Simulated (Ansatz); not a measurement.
Consider Ge in the diamond structure (space group Fd-3m, No. 227; a = 5.762 Å).

Now apply this change: every Ge is replaced by Si, then cell and atoms are relaxed.

All numbers come from PBE (Ansatz, a quantum-chemistry and plane-wave program, PAW, no SOC).

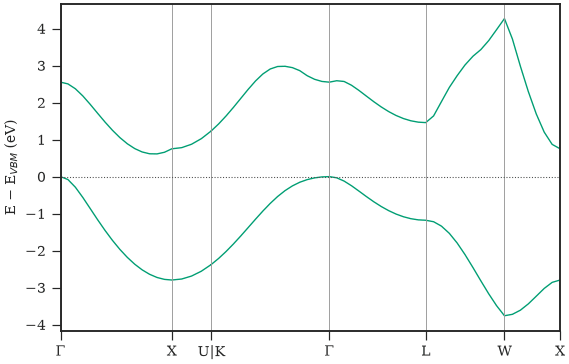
Fig. 1. Highest valence and lowest conduction band along the path of the changed cell's own zone

Problem. From the figure, how large is the changed gap, and is it direct?

Solution. About 0.6 eV, indirect, Γ → Γ–X (87 % along).

Stability against distortions was not tested.
